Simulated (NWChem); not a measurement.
**A workflow on the pair BH2SeCl···CS2**

We compute the energy (singlet CH2BClS2Se, MP2/3-21G), then the energy (singlet BH2SeCl, MP2/3-21G), then the energy (singlet CS2, MP2/3-21G), then the energy (singlet BH2SeCl, MP2/3-21G), then a single-point energy (singlet CS2, MP2/3-21G) of CH2BClS2Se and its partners. 

The calculation is run with NWChem 7.3.0.

### Step 1. The molecule

CH2BClS2Se has 8 atoms, charge 0, and is taken as a singlet. The two molecules were placed rigidly side by side, at 1.3 times their contact distance; the pair isn't optimised.

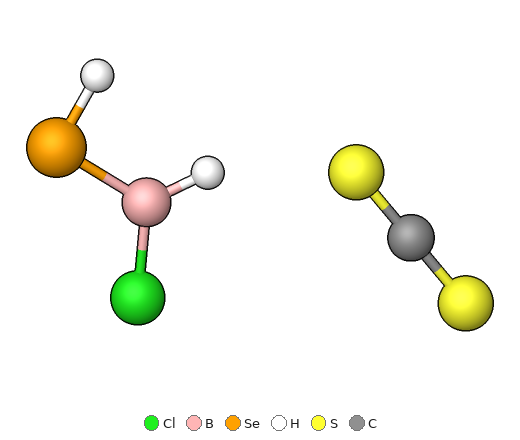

The structure, seen from a chosen angle (chlorine green, boron pink, selenium orange, hydrogen white, sulfur yellow, carbon grey).

### Step 2. The energy at MP2/3-21G (run 1)

The input, ch2bcls2se.nw:

```
start ch2bcls2se
memory 2200 mb

geometry noautosym nocenter noautoz
 Cl    -2.143360    -0.275280    -0.264020
 B     -0.416760    -0.329780    -0.034120
 Se     0.567140     1.314420    -0.007620
 H      0.123440    -1.378780     0.102280
 H      1.869540     0.669420     0.203480
 S      0.710660    -3.237720     3.704860
 C     -0.456910    -4.254540     3.689530
 S     -1.624480    -5.271360     3.674200
end

basis spherical bse
 * library 3-21G
end

scf
 thresh 1e-08
 maxiter 80
 print low
end

mp2
 freeze core 26
 tight
end

task mp2 energy
```

Command:

```console
$ nwchem ch2bcls2se.nw > ch2bcls2se.out
```

What it wrote:

```text
[...]
  functions       =    83
[...]
  wavefunction    = RHF
[...]
         Total SCF energy =  -3700.268957243735
      One-electron energy =  -6122.329426517937
      Two-electron energy =   1930.572536222656
 Nuclear repulsion energy =    491.487933051546
        Time for solution =      6.5s
[...]
          Total MP2 energy         -3700.644127205368
[...]
```

Run time: 8.7 s. Hardware: 1 thread of AMD EPYC 7R43 (Zen 3), shared host; peak memory 0.19 GiB.

### Step 3. BH2SeCl: the energy at MP2/3-21G (run 2)

The input, bclh2se.nw:

```
start bclh2se
memory total 2200 mb

geometry noautosym nocenter noautoz
   Cl    -2.143360    -0.275280    -0.264020
   B     -0.416760    -0.329780    -0.034120
   Se     0.567140     1.314420    -0.007620
   H      0.123440    -1.378780     0.102280
   H      1.869540     0.669420     0.203480
end

basis "ao basis" spherical bse
   * library 3-21G
end

scf
   thresh 1e-08
   maxiter 80
   noprint "final vectors analysis"
end

mp2
   freeze core 15
   tight
end

task mp2 energy
```

Command:

```console
$ nwchem bclh2se.nw > bclh2se.out
```

What it wrote:

```text
[...]
  functions       =    48
[...]
  wavefunction    = RHF
[...]
         Total SCF energy =  -2871.513722276045
      One-electron energy =  -4391.802447273536
      Two-electron energy =   1322.500751479664
 Nuclear repulsion energy =    197.787973517827
        Time for solution =      2.1s
[...]
          Total MP2 energy         -2871.666000541882
[...]
```

It took 3.3 s on 1 thread of AMD EPYC 7R43 (Zen 3), shared host; peak memory 0.11 GiB.

### Step 4. CS2: the energy at MP2/3-21G (run 3)

The input, cs2.nw:

```
start cs2
title "CS2"
memory total 2200 mb

geometry units atomic noautosym nocenter noautoz
  S      1.34295277    -6.11840407     7.00117073
  C     -0.86343476    -8.03991539     6.97220123
  S     -3.06982229    -9.96142670     6.94323173
end

basis "ao basis" spherical bse
  S library 3-21G
  C library 3-21G
end

scf
  thresh 1e-08
  maxiter 80
  print low
end

mp2
  freeze core 11
  tight
end

task mp2
```

Command:

```console
$ nwchem cs2.nw > cs2.out
```

What it wrote:

```text
[...]
  functions       =    35
[...]
  wavefunction    = RHF
[...]
         Total SCF energy =   -828.755087311996
      One-electron energy =  -1361.938913775830
      Two-electron energy =    423.817685581732
 Nuclear repulsion energy =    109.366140882102
        Time for solution =      0.5s
[...]
          Total MP2 energy          -828.977675975016
[...]
```

It took 1.3 s on 1 thread of AMD EPYC 7R43 (Zen 3), shared host; peak memory 0.098 GiB.

### Step 5. BH2SeCl among ghost functions: a single-point energy at MP2/3-21G (with ghost functions) (run 4)

The input, input.nw:

```
start input
title "BClH2Se"
memory 2200 mb

geometry units angstroms noautosym nocenter noautoz
  Cl   -2.143360   -0.275280   -0.264020
  B    -0.416760   -0.329780   -0.034120
  Se    0.567140    1.314420   -0.007620
  H     0.123440   -1.378780    0.102280
  H     1.869540    0.669420    0.203480
  bqS      0.710660    -3.237720     3.704860
  bqC     -0.456910    -4.254540     3.689530
  bqS     -1.624480    -5.271360     3.674200
end

basis spherical bse
  Cl library 3-21G
  B library 3-21G
  Se library 3-21G
  H library 3-21G
  bqS library S 3-21G
  bqC library C 3-21G
end

scf
  thresh 1e-08
  maxiter 80
  print low
end

mp2
  freeze core 15
  tight
end

task mp2
```

Command:

```console
$ nwchem input.nw > input.out
```

What it wrote:

```text
[...]
  functions       =    83
[...]
  wavefunction    = RHF
[...]
         Total SCF energy =  -2871.513753833731
      One-electron energy =  -4391.800367927279
      Two-electron energy =   1322.498640575720
 Nuclear repulsion energy =    197.787973517827
        Time for solution =      4.6s
[...]
          Total MP2 energy         -2871.666052970565
[...]
```

It took 6.9 s on 1 thread of AMD EPYC 7R43 (Zen 3), shared host; peak memory 0.19 GiB.

### Step 6. CS2 among ghost functions: the energy at MP2/3-21G (with ghost functions) (run 5)

The input, cs2.nw:

```
start cs2
title "CS2 energy"
memory stack 880 mb heap 220 mb global 1100 mb

geometry units angstroms noautosym nocenter noautoz
S        0.710660      -3.237720       3.704860
C       -0.456910      -4.254540       3.689530
S       -1.624480      -5.271360       3.674200
bqCl    -2.143360    -0.275280    -0.264020
bqB     -0.416760    -0.329780    -0.034120
bqSe     0.567140     1.314420    -0.007620
bqH      0.123440    -1.378780     0.102280
bqH      1.869540     0.669420     0.203480
end

basis spherical bse
S library 3-21G
C library 3-21G
bqCl library Cl 3-21G
bqB library B 3-21G
bqSe library Se 3-21G
bqH library H 3-21G
end

scf
thresh 1e-08
maxiter 80
print low
end

mp2
freeze core 11
tight
end

task mp2
```

Command:

```console
$ nwchem cs2.nw > cs2.out
```

What it wrote:

```text
[...]
  functions       =    83
[...]
  wavefunction    = RHF
[...]
         Total SCF energy =   -828.755193191305
      One-electron energy =  -1361.934444880318
      Two-electron energy =    423.813103046078
 Nuclear repulsion energy =    109.366148642935
        Time for solution =      3.5s
[...]
          Total MP2 energy          -828.977805301190
[...]
```

Run time: 5.7 s. Hardware: 1 thread of AMD EPYC 7R43 (Zen 3), shared host; peak memory 0.16 GiB.

### Step 7. Outcome

| quantity | value |
| --- | --- |
| run 1, MP2/3-21G: total energy | -3700.64413 Eh |
| run 1, MP2/3-21G: correlation energy (26 core orbitals frozen) | -375.2 mEh |
| BH2SeCl: total energy | -2871.66600 Eh |
| BH2SeCl: correlation energy (15 core orbitals frozen) | -152.3 mEh |
| CS2: total energy | -828.97768 Eh |
| CS2: correlation energy (11 core orbitals frozen) | -222.6 mEh |
| BH2SeCl among ghost functions: total energy | -2871.66605 Eh |
| BH2SeCl among ghost functions: correlation energy (15 core orbitals frozen) | -152.3 mEh |
| CS2 among ghost functions: total energy | -828.97781 Eh |
| CS2 among ghost functions: correlation energy (11 core orbitals frozen) | -222.6 mEh |
| interaction energy of the rigid parts BH2SeCl and CS2 (parts in their own basis; closest atoms 4.10 Å apart) | -0.012 eV |
| interaction energy of the rigid parts BH2SeCl and CS2 (parts in the whole basis, counterpoise; closest atoms 4.10 Å apart) | -0.007 eV |

**Reading.** The interaction energy of the rigid parts BH2SeCl and CS2 (parts in their own basis; closest atoms 4.10 Å apart) is −0.01 eV (−1.2 kJ/mol). Without counterpoise this holds the superposition error of the basis. The interaction energy of the rigid parts BH2SeCl and CS2 (parts in the whole basis, counterpoise; closest atoms 4.10 Å apart) is −0.01 eV (−0.7 kJ/mol). The basis-set superposition error is 0.5 kJ/mol.
